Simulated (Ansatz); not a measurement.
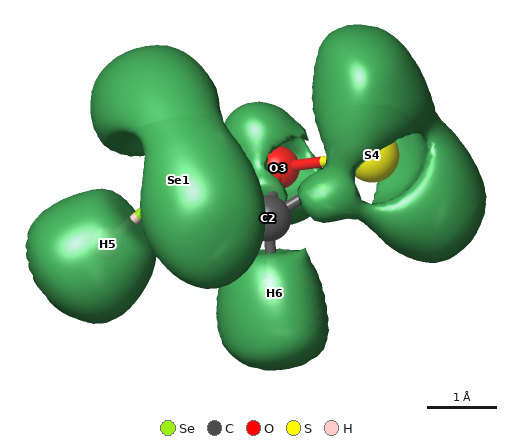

CH$_{2}$OSSe. Isosurface of the ELF at 0.8 (green), seen at a tilt. Core shells and regions of very low density are left out.

All numbers below come from Ansatz, RHF/def2-SVP.

The calculation's input:

```
crystal:
  periodic: [false, false, false]
  atoms:
    - { symbol: Se, position_ang: [0.33793, 1.35627, -0.88993] }
    - { symbol: C, position_ang: [0.40025, -0.12898, 0.34849] }
    - { symbol: O, position_ang: [0.79555, -1.34004, -0.12538] }
    - { symbol: S, position_ang: [1.95262, -0.73679, 0.95686] }
    - { symbol: H, position_ang: [-1.03506, 1.11304, -1.2679] }
    - { symbol: H, position_ang: [-0.42585, -0.11185, 1.05783] }
basis:
  gaussian: { orbitals: def2-SVP }
hamiltonian:
  xc: hf
relax:
  f_tol: 0.015
  max_steps: 40
output:
  orbitals: {}
```

Command:

```sh
ansatz run input.yaml --threads 1 --pin off --max-ram 2048MiB --backend cpu --events-out ev --progress --plain --runs-dir out
```

The fields are those of the relaxed geometry.

Q: What do the ELF domains correspond to?

A: At this value the surface marks out one region between bonded C–Se atoms (shared pairs), two regions around hydrogen nuclei, one region on O in which the atom's valence shell and bonds are merged, one region on S in which the atom's valence shell and bonds are merged and one region wrapped around Se (its valence shell). Along the contacts the grid gives the following. C–O (1.35 Å): the ELF peaks at about 0.90 between the atoms: a polar covalent bond. S–O (1.72 Å): the ELF peaks at about 0.75 between the atoms.
